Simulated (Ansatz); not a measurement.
Single-point calculation, with input and output: C2H5NO2Si

The run: single-point calculation of C2H5NO2Si, SMILES O=CN1CO[SiH2]1. Method and program: RKS wB97M-V/def2-TZVPP (Ansatz 0.2.0).

The geometry comes from this level: PBE0-D4/def2-TZVP. Figures and captions count atoms from 1; the log counts them from 0 in places.

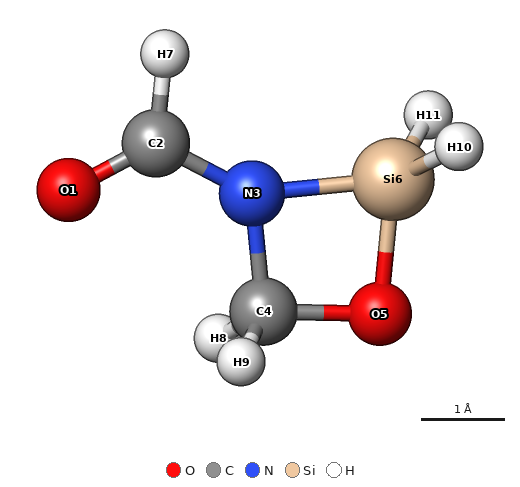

**Figure 1.** The structure (ball-and-stick view, seen at a tilt; atoms are numbered from 1 in the order of the input). Bond lengths as drawn: C–H 1.09 to 1.11 Å, C–N 1.35 to 1.47 Å, C–O 1.21 to 1.44 Å, H–Si 1.48 Å, N–Si 1.74 Å and O–Si 1.66 Å.

**Results in brief**

| quantity | value |
| --- | --- |
| outcome | converged |
| total energy | −15618.3310 eV |
| SCF solution under orbital rotations | stable |
| HOMO | −10.12 eV |
| LUMO | 0.80 eV |
| largest force (length of the vector) | 0.452 eV/Å |
| dipole moment | 3.06 D |
| hardware | 4 threads of Arm Neoverse V2, 23 GiB of memory available, shared host |
| wall time | 10 s (CPU time 38 s) |
| peak memory | 1 GiB |

**The input**
```yaml
crystal:
  periodic: [false, false, false]
  atoms:
    - {symbol: O, position_ang: [0.217296, -0.952729, -2.375378]}
    - {symbol: C, position_ang: [0.761283, -0.297775, -1.518101]}
    - {symbol: N, position_ang: [0.222785, -0.034655, -0.306856]}
    - {symbol: C, position_ang: [-1.094441, -0.505349, 0.132771]}
    - {symbol: O, position_ang: [-1.092947, 0.079907, 1.443440]}
    - {symbol: Si, position_ang: [0.414007, 0.750666, 1.236952]}
    - {symbol: H, position_ang: [1.763340, 0.150166, -1.653078]}
    - {symbol: H, position_ang: [-1.156412, -1.595357, 0.185620]}
    - {symbol: H, position_ang: [-1.909365, -0.108018, -0.477802]}
    - {symbol: H, position_ang: [0.461816, 2.232320, 1.228312]}
    - {symbol: H, position_ang: [1.478038, 0.223825, 2.124620]}
basis:
  gaussian: {orbitals: def2-TZVPP}
hamiltonian: {xc: {name: wB97M-V}}
output: {forces: true, orbitals: {seedname: orbitals}}
```

Command:
```bash
ansatz run in.yaml --threads 4 --pin off --events-out ev --progress --plain --max-ram 10444MiB
```

**Output**
```
Functional definition: wB97M-V
  name "wB97M-V"
  cite "Mardirossian & Head-Gordon, J. Chem. Phys. 144, 214110 (2016) doi:10.1063/1.4952647"
  cite "Becke, J. Chem. Phys. 107, 8554 (1997) doi:10.1063/1.475007"
  cite "Vydrov & Van Voorhis, J. Chem. Phys. 133, 244103 (2010) doi:10.1063/1.3521275"
  # Of w^i u^j: cxij and so on, Table III.
  parameter omega = 0.3/bohr
  parameter cx = 0.15
  parameter cx01 = 1.007
  parameter cx10 = 0.259
  parameter css00 = 0.443
  parameter css04 = -1.437
  parameter css10 = -4.535
  parameter css20 = -3.390
  parameter css43 = 4.278
  parameter cos00 = 1.000
  parameter cos10 = 1.358
  parameter cos20 = 2.924
  parameter cos21 = -8.812
  parameter cos60 = -1.390
  parameter cos61 = 9.142
  parameter b = 6.0
  parameter c = 0.01
  gx(w, u) = 1 - cx + cx01*u + cx10*w
  gss(w, u) = css00 + css04*u^4 + css10*w + css20*w^2 + css43*w^4*u^3
  gos(w, u) = cos00 + cos10*w + (cos20 + cos21*u)*w^2 + (cos60 + cos61*u)*w^6
  exchange = spin_sum(e_x_unif_sr(omega)*gx(b97_w, b97_u_x)) + cx*exact_x_sr(omega) + exact_x_lr(omega)
  correlation = spin_sum(e_c_pw_mod_same_spin*gss(b97_w, b97_u_same))
      + integral(e_c_pw_mod_opposite_spin*gos(b97_w_opposite, b97_u_opposite)) + vv10(b, c)
1403 factors; their error is unknown
319 factors; integrals over basis functions are off by at most 1.1e-5 eV
mean field evaluation 1: about -15611.4578 eV, gradient 6.3e1 eV
mean field evaluation 2: about -15610.0586 eV, gradient 7.2e1 eV
mean field evaluation 4: about -15618.2837 eV, gradient 4.3e0 eV
mean field evaluation 8: about -15618.3306 eV, gradient 1.0e-1 eV
mean field evaluation 16: about -15618.3309 eV, gradient 6.3e-4 eV
mean field -15618.33091245 eV, -573.9630745476 hartree, gradient 6.5e-5 eV, S^2 0.000000; 0 other end points of the search recorded, 0 dependent functions left out
the calculation of the forces begins
reference -15618.33096219 eV, -573.9630763755 hartree; 27, 27 occupied and 240, 240 virtual orbitals, 1403 factors
Total energy: -15618.33096219 eV, -573.9630763755 hartree
Atom 0 at     0.217296    -0.952729    -2.375378 Å, force    -0.049097    -0.048228    -0.052456 eV/Å
Atom 1 at     0.761283    -0.297775    -1.518101 Å, force     0.230497     0.061653    -0.124311 eV/Å
Atom 2 at     0.222785    -0.034655    -0.306856 Å, force     0.079570     0.103937     0.143104 eV/Å
Atom 3 at    -1.094441    -0.505349     0.132771 Å, force    -0.282487    -0.252539    -0.246021 eV/Å
Atom 4 at    -1.092947     0.079907     1.443440 Å, force    -0.037627     0.064797     0.188762 eV/Å
Atom 5 at     0.414007     0.750666     1.236952 Å, force     0.204150     0.174381     0.159906 eV/Å
Atom 6 at     1.763340     0.150166    -1.653078 Å, force    -0.100165    -0.056869    -0.013591 eV/Å
Atom 7 at    -1.156412    -1.595357     0.185620 Å, force     0.004482     0.110707    -0.005390 eV/Å
Atom 8 at    -1.909365    -0.108018    -0.477802 Å, force     0.082402    -0.041491     0.062242 eV/Å
Atom 9 at     0.461816     2.232320     1.228312 Å, force    -0.000524    -0.187384     0.001852 eV/Å
Atom 10 at     1.478038     0.223825     2.124620 Å, force    -0.131202     0.071035    -0.114098 eV/Å
Dipole moment:     0.282005     0.345045     0.456408 e Å
```

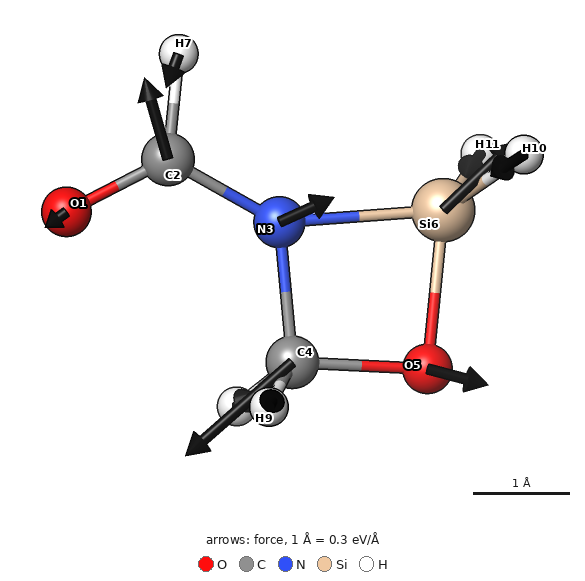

**Figure 2.** Forces on the atoms as black arrows (ball-and-stick view, seen at a tilt; atoms are numbered from 1 in the order of the input). The largest act on C4 (0.45 eV/Å); Si6 (0.31 eV/Å); C2 (0.27 eV/Å); O5 (0.20 eV/Å), among others. The geometry is not a stationary point of this energy.

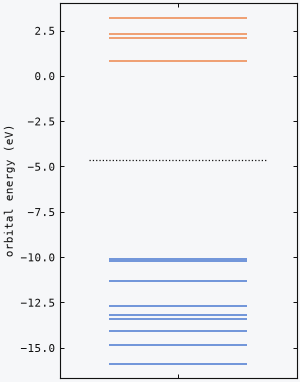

**Figure 3.** Orbital energies near the frontier; the dotted line parts filled from empty levels, and levels within 0.02 eV of each other stand side by side. Highest filled −10.12 eV, lowest empty 0.80 eV, 10.92 eV apart.

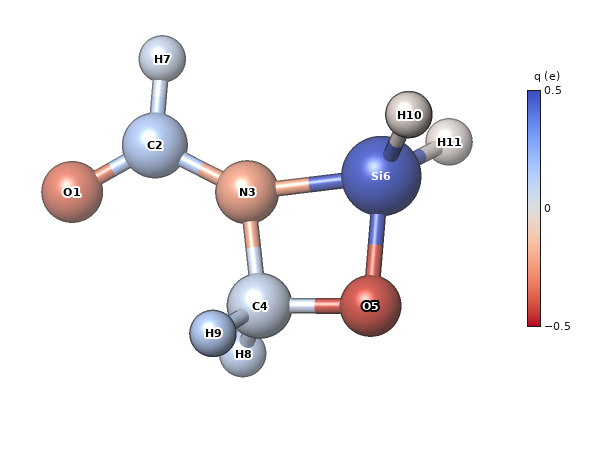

**Figure 4.** Mulliken charges, as the colour of each atom (ball-and-stick view, seen at a tilt; atoms are numbered from 1 in the order of the input). By element: O −0.41 to −0.35, C +0.08 to +0.16, N −0.24, Si +0.48 and H −0.03 to +0.13 e.
